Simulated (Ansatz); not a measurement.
## Geometry relaxation, with input and output: GeBNH₄ClF (part 2 of 2)

GeBNH₄ClF, SMILES FB(Cl)[NH][GeH3]; RKS PBE-D4/def2-SVP (Ansatz 0.2.0). It belongs to a series of runs on one base structure; here: end point B relaxed.

Geometry of the input (Å):
```
F  -1.6665  0.8698  1.0340
B  -0.4425  0.3196  1.3560
Cl -0.2276  -0.4415  3.0010
N  0.8092  0.4385  0.3905
Ge 0.2727  -0.4953  -1.1818
H  0.8381  1.4520  0.1409
H  -0.0419  -1.9512  -0.8523
H  1.3717  -0.3813  -2.2305
H  -0.9721  0.2170  -1.6684
```

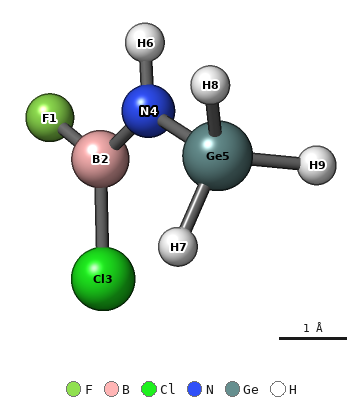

Fig. 1: The geometry at step 16 of the log (ball-and-stick view, seen at a tilt; atoms are numbered from 1 in the order of the input).

Trajectory as extended XYZ, continued:
```
9
Properties=species:S:1:pos:R:3:forces:R:3 step=8 energy=-73959.25266
F    -1.0952    1.5766    1.8882    0.3755  -0.2845   0.0525
B    -0.3936    0.5108    1.4423   -0.1741  -0.3070   0.3005
Cl   -0.4726   -1.0044    2.4266   -0.0563   0.4951  -0.4047
N     0.3716    0.5907    0.2540   -0.2038   0.2567   0.0904
Ge    0.3102   -0.5966   -1.1931   -0.0379  -0.0699  -0.0685
H     0.4050    1.5614   -0.0875   -0.0172  -0.0190  -0.0275
H     0.1655   -2.0397   -0.6713    0.0456   0.0284   0.0643
H     1.5871   -0.3910   -2.0447    0.0275  -0.0153   0.0448
H    -0.9370   -0.1803   -2.0252    0.0407  -0.0845  -0.0517
9
Properties=species:S:1:pos:R:3:forces:R:3 step=9 energy=-73959.34290
F    -0.9527    1.6115    2.0241    0.3256  -0.3876  -0.0157
B    -0.3836    0.5177    1.4619   -0.2509   0.1013   0.2772
Cl   -0.5034   -1.0332    2.3619   -0.0220   0.3340  -0.2645
N     0.2672    0.6265    0.2168   -0.0867  -0.0249  -0.1205
Ge    0.3009   -0.6058   -1.1984    0.0268   0.0221  -0.0262
H     0.3200    1.5921   -0.1322   -0.0598  -0.0081   0.0681
H     0.1680   -2.0425   -0.6591    0.0191   0.0331   0.0958
H     1.6273   -0.3956   -1.9713    0.0018  -0.0108   0.0125
H    -0.9027   -0.2431   -2.1143    0.0460  -0.0590  -0.0267
9
Properties=species:S:1:pos:R:3:forces:R:3 step=10 energy=-73959.39519
F    -0.8063    1.6269    2.1519    0.3145  -0.7588  -0.4332
B    -0.3971    0.5193    1.4627    0.0004   0.4975   0.2979
Cl   -0.5553   -1.0663    2.2773   -0.0713   0.2331  -0.1313
N     0.1728    0.6487    0.1753   -0.1669   0.0683   0.1205
Ge    0.3092   -0.6066   -1.2113   -0.1402  -0.0511   0.0745
H     0.2543    1.6172   -0.1557   -0.0484   0.0240   0.0763
H     0.1797   -2.0076   -0.5761    0.0435   0.0520  -0.0401
H     1.6534   -0.4000   -1.9549    0.0111   0.0096   0.0642
H    -0.8695   -0.3041   -2.1798    0.0574  -0.0747  -0.0288
9
Properties=species:S:1:pos:R:3:forces:R:3 step=11 energy=-73959.38395 accepted=F
F    -0.6351    1.6222    2.2480    0.5054  -0.8456  -0.4616
B    -0.3112    0.5383    1.4752   -1.0674   0.2127   0.7362
Cl   -0.6745   -1.1025    2.1361    0.2132   0.4687   0.0558
N     0.0997    0.6952    0.1517    0.1530   0.1076  -0.4605
Ge    0.2708   -0.6006   -1.2007    0.1371  -0.1262   0.0205
H     0.1708    1.6682   -0.1672    0.0551  -0.0130   0.0259
H     0.2258   -1.9869   -0.5196   -0.0498   0.1039  -0.0531
H     1.6525   -0.3780   -1.8693   -0.0201   0.0509  -0.0390
H    -0.8577   -0.4283   -2.2649    0.0735   0.0411   0.1757
9
Properties=species:S:1:pos:R:3:forces:R:3 step=12 energy=-73959.43067
F    -0.7184    1.6079    2.1913    0.1082  -0.1044  -0.1219
B    -0.3816    0.5276    1.4608    0.0544  -0.0154   0.0261
Cl   -0.5849   -1.0661    2.2424   -0.0257   0.0725  -0.0817
N     0.1247    0.6684    0.1505   -0.1420  -0.0037   0.1933
Ge    0.2977   -0.6114   -1.2103   -0.0472   0.0900   0.0396
H     0.2111    1.6447   -0.1526   -0.0011  -0.0029  -0.0524
H     0.1807   -2.0042   -0.5632    0.0236   0.0224   0.0033
H     1.6635   -0.3920   -1.9093    0.0055  -0.0055   0.0243
H    -0.8518   -0.3473   -2.2201    0.0242  -0.0531  -0.0306
9
Properties=species:S:1:pos:R:3:forces:R:3 step=13 energy=-73959.44496
F    -0.6242    1.6090    2.2250    0.0452  -0.0634  -0.0525
B    -0.3749    0.5262    1.4670    0.0200  -0.0155   0.0365
Cl   -0.6256   -1.0705    2.2236   -0.0104   0.0532  -0.0412
N     0.0731    0.6718    0.1398   -0.0612   0.0675   0.0272
Ge    0.2921   -0.6046   -1.2124   -0.0278  -0.0118   0.0160
H     0.1713    1.6473   -0.1640    0.0065  -0.0198   0.0051
H     0.1893   -1.9904   -0.5512    0.0181  -0.0108   0.0010
H     1.6726   -0.3741   -1.8793    0.0005   0.0134   0.0213
H    -0.8325   -0.3871   -2.2592    0.0091  -0.0127  -0.0135
9
Properties=species:S:1:pos:R:3:forces:R:3 step=14 energy=-73959.45158
F    -0.5261    1.5968    2.2547    0.0259  -0.0208   0.0336
B    -0.3863    0.5252    1.4570   -0.0219   0.0763  -0.0709
Cl   -0.7524   -1.0709    2.1580   -0.0235   0.0014   0.0018
N     0.0272    0.6886    0.1210    0.0422  -0.1006   0.0924
Ge    0.2795   -0.6053   -1.2092   -0.0088   0.0356   0.0025
H     0.2484    1.6534   -0.1424   -0.0351   0.0418  -0.0410
H     0.2801   -1.9755   -0.5092    0.0142  -0.0238  -0.0165
H     1.6363   -0.2940   -1.8909    0.0036   0.0002  -0.0097
H    -0.8657   -0.4907   -2.2496    0.0036  -0.0100   0.0077
9
Properties=species:S:1:pos:R:3:forces:R:3 step=15 energy=-73959.45710
F    -0.4998    1.5767    2.2888    0.0317   0.0806  -0.0622
B    -0.3987    0.5355    1.4488   -0.0282  -0.0509   0.0629
Cl   -0.8824   -1.0563    2.0928   -0.0122  -0.0235  -0.0246
N     0.0654    0.6948    0.1313    0.0222   0.0398  -0.0238
Ge    0.2892   -0.6047   -1.1976   -0.0384  -0.0542  -0.0039
H     0.3039    1.6513   -0.1513   -0.0079   0.0050   0.0715
H     0.3811   -1.9690   -0.4897    0.0231  -0.0117  -0.0236
H     1.5928   -0.2501   -1.9546    0.0205   0.0230  -0.0024
H    -0.9103   -0.5507   -2.1791   -0.0108  -0.0082   0.0061
9
Properties=species:S:1:pos:R:3:forces:R:3 step=16 energy=-73959.46120
F    -0.4495    1.5702    2.3105    0.0028  -0.1264  -0.1619
B    -0.4205    0.5442    1.4399   -0.0960  -0.0623   0.2153
Cl   -1.0632   -1.0334    2.0222    0.1230   0.2809  -0.1547
N     0.0891    0.6992    0.1387    0.0672   0.1776  -0.0690
Ge    0.2905   -0.6090   -1.1877    0.0047  -0.1428  -0.0838
H     0.4107    1.6420   -0.1295   -0.0901  -0.2389   0.1784
H     0.5312   -1.9721   -0.4870   -0.0149   0.1455  -0.0851
H     1.5295   -0.1621   -2.0206   -0.1188  -0.0321   0.0543
H    -0.9768   -0.6515   -2.0972    0.1222  -0.0014   0.1065
9
Properties=species:S:1:pos:R:3:forces:R:3 step=17 energy=-73959.46887
F    -0.4689    1.5785    2.2983    0.0342  -0.0703  -0.0529
B    -0.4186    0.5444    1.4423   -0.1751  -0.0575   0.0882
Cl   -1.0815   -1.0241    2.0090    0.1037   0.1814  -0.0838
N     0.1046    0.6938    0.1470    0.0750   0.0226  -0.0520
Ge    0.2952   -0.6103   -1.1855   -0.0183  -0.0799  -0.0563
H     0.4313    1.6328   -0.1092   -0.0194  -0.0613   0.0838
H     0.5532   -1.9718   -0.4985    0.0036   0.0781  -0.0398
H     1.5098   -0.1576   -2.0441   -0.0642  -0.0089   0.0457
H    -0.9838   -0.6581   -2.0701    0.0605  -0.0042   0.0670
9
Properties=species:S:1:pos:R:3:forces:R:3 step=18 energy=-73959.48026
F    -0.4758    1.5890    2.2896    0.0078  -0.0291  -0.0312
B    -0.4547    0.5568    1.4311   -0.0019   0.0388  -0.0041
Cl   -1.2237   -0.9656    1.9604    0.0333   0.0237  -0.0815
N     0.1485    0.6761    0.1656    0.0098   0.0652   0.0762
Ge    0.2976   -0.6211   -1.1769    0.0441  -0.0319  -0.0707
H     0.5542    1.5942   -0.0539   -0.0364  -0.1134   0.0340
H     0.7112   -1.9774   -0.5600   -0.0460   0.0537   0.0338
H     1.4209   -0.0895   -2.1057   -0.0402   0.0094  -0.0080
H    -1.0372   -0.7349   -1.9607    0.0295  -0.0164   0.0516
9
Properties=species:S:1:pos:R:3:forces:R:3 step=19 energy=-73959.48206
F    -0.4926    1.5837    2.2770   -0.0861   0.0093   0.0484
B    -0.4947    0.5678    1.4028    0.3141  -0.0344  -0.2055
Cl   -1.3635   -0.9269    1.8481   -0.0128   0.0626  -0.0679
N     0.2143    0.6630    0.1852   -0.0992   0.1970   0.1752
Ge    0.3194   -0.6221   -1.1736   -0.0965  -0.0407  -0.0813
H     0.7010    1.5548    0.0197   -0.0989  -0.1866   0.0093
H     0.8380   -1.9476   -0.5523    0.0078   0.0925  -0.1045
H     1.3158   -0.0142   -2.2157   -0.1548  -0.1323   0.1625
H    -1.0966   -0.8312   -1.8019    0.2264   0.0327   0.0639
9
Properties=species:S:1:pos:R:3:forces:R:3 step=20 energy=-73959.49059
F    -0.4787    1.5784    2.2898   -0.0061  -0.0706   0.0222
B    -0.4712    0.5633    1.4115   -0.0719   0.0819   0.0060
Cl   -1.3714   -0.9204    1.8355    0.0509   0.0291  -0.0239
N     0.2038    0.6711    0.1854    0.0867   0.1466  -0.0352
Ge    0.3090   -0.6225   -1.1647   -0.0004  -0.0782  -0.0793
H     0.6765    1.5665    0.0047   -0.0603  -0.1634   0.0206
H     0.8458   -1.9462   -0.5609   -0.0371   0.0717  -0.0350
H     1.3153   -0.0329   -2.1943   -0.0751  -0.0342   0.0572
H    -1.0880   -0.8297   -1.8177    0.1133   0.0171   0.0675
9
Properties=species:S:1:pos:R:3:forces:R:3 step=21 energy=-73959.49492
F    -0.4842    1.5631    2.3045    0.0046   0.0776   0.0566
B    -0.4804    0.5775    1.3999   -0.0198  -0.1401  -0.0980
Cl   -1.3984   -0.9099    1.7824    0.0234   0.0387  -0.0145
N     0.2134    0.6832    0.1827   -0.0284  -0.0022   0.0764
Ge    0.3104   -0.6260   -1.1560   -0.0001   0.0213  -0.0145
H     0.7179    1.5580    0.0154    0.0238   0.0086  -0.0248
H     0.8785   -1.9352   -0.5632    0.0033   0.0019   0.0116
H     1.2770   -0.0287   -2.2102   -0.0065  -0.0041  -0.0016
H    -1.0930   -0.8545   -1.7661   -0.0002  -0.0017   0.0087
9
Properties=species:S:1:pos:R:3:forces:R:3 step=22 energy=-73959.49578
F    -0.4911    1.5619    2.3026   -0.0026   0.0029   0.0072
B    -0.4848    0.5758    1.3946   -0.0009   0.0094   0.0075
Cl   -1.4156   -0.9039    1.7631    0.0018   0.0041  -0.0060
N     0.2235    0.6825    0.1876    0.0006  -0.0159  -0.0108
Ge    0.3115   -0.6243   -1.1534    0.0051  -0.0054  -0.0075
H     0.7410    1.5501    0.0213    0.0005   0.0104   0.0109
H     0.8977   -1.9276   -0.5643    0.0036  -0.0036  -0.0004
H     1.2584   -0.0229   -2.2227   -0.0027   0.0000  -0.0007
H    -1.0994   -0.8640   -1.7394   -0.0054  -0.0021  -0.0002
9
Properties=species:S:1:pos:R:3:forces:R:3 step=23 energy=-73959.49587
F    -0.4954    1.5610    2.3036    0.0056   0.0050   0.0115
B    -0.4877    0.5785    1.3924   -0.0023  -0.0010  -0.0457
Cl   -1.4396   -0.8934    1.7426    0.0146   0.0148   0.0003
N     0.2327    0.6818    0.1910   -0.0113  -0.0144   0.0267
Ge    0.3135   -0.6259   -1.1506   -0.0007   0.0052  -0.0223
H     0.7627    1.5437    0.0315   -0.0102  -0.0078   0.0110
H     0.9226   -1.9243   -0.5716   -0.0013   0.0055  -0.0040
H     1.2379   -0.0148   -2.2360   -0.0120  -0.0101   0.0152
H    -1.1056   -0.8793   -1.7135    0.0176   0.0028   0.0073
9
Properties=species:S:1:pos:R:3:forces:R:3 step=24 energy=-73959.49596
F    -0.4936    1.5615    2.3040   -0.0031   0.0031  -0.0024
B    -0.4896    0.5795    1.3915    0.0085  -0.0037   0.0079
Cl   -1.4375   -0.8930    1.7455   -0.0024   0.0040  -0.0001
N     0.2312    0.6811    0.1914    0.0007  -0.0036  -0.0126
Ge    0.3130   -0.6257   -1.1511    0.0037  -0.0025  -0.0101
H     0.7605    1.5433    0.0320   -0.0056  -0.0039   0.0072
H     0.9223   -1.9245   -0.5734   -0.0041   0.0043   0.0006
H     1.2394   -0.0162   -2.2343   -0.0047   0.0009   0.0043
H    -1.1045   -0.8785   -1.7163    0.0070   0.0014   0.0051
```

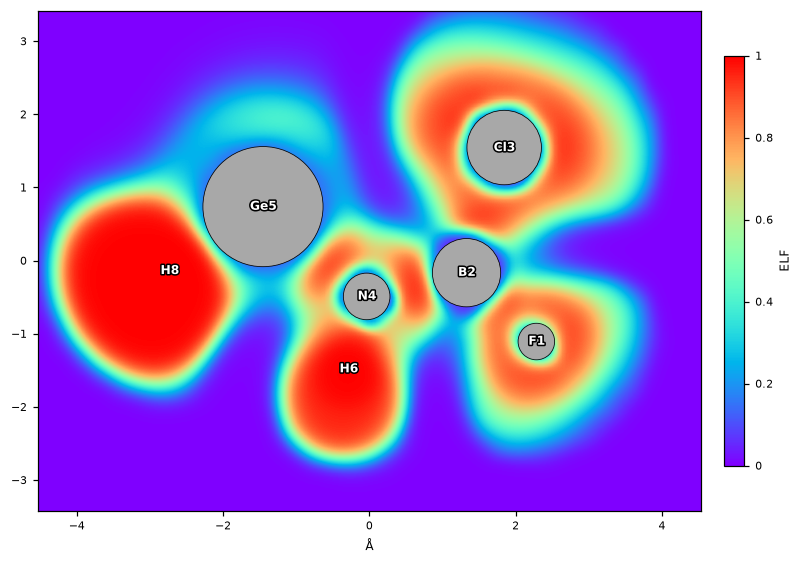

Fig. 2: ELF on the plane of atoms Ge5, N4 and H6. Grey discs, where drawn, cover atomic cores. The section cuts through F, B, Cl, N, Ge and H sites. B–F (1.34 Å): the ELF peaks at about 0.85 between the atoms, which marks a polar covalent bond. B–Cl (1.79 Å): the ELF peaks at about 0.90 between the atoms (a shared but strongly polarised pair). Ge–N (1.88 Å): the ELF peaks at about 0.90 in the valence shell of N, 0.7 Å from its nucleus, and is about 0.50 at the midpoint. N–H (1.02 Å): the ELF climbs to about 1 towards the hydrogen, as it does in any bond to H (a covalent bond by its length).

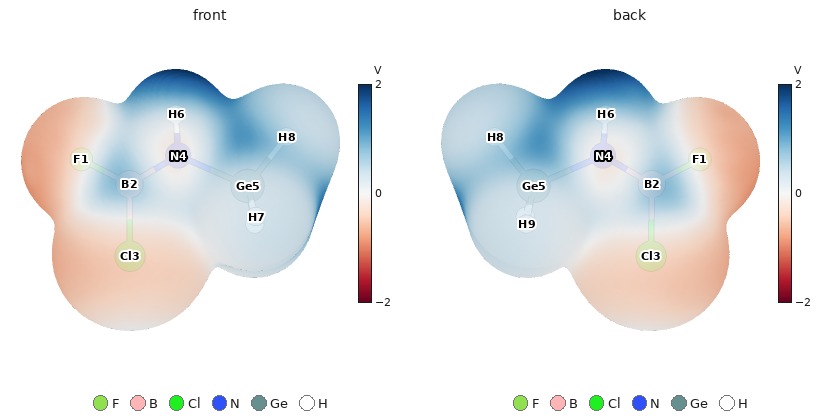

Fig. 3: The molecular electrostatic potential painted on the density surface at 0.002 e/bohr³, seen at a tilt and from behind; red is negative and blue positive.

Summary:

- outcome: converged
- total energy: −73959.4960 eV
- mean-field energy: −73959.2809 eV
- largest force (length of the vector) at the end: 0.013 eV/Å
- wall time: 65 s (CPU time 2.1 min)
- peak memory: 0.18 GiB
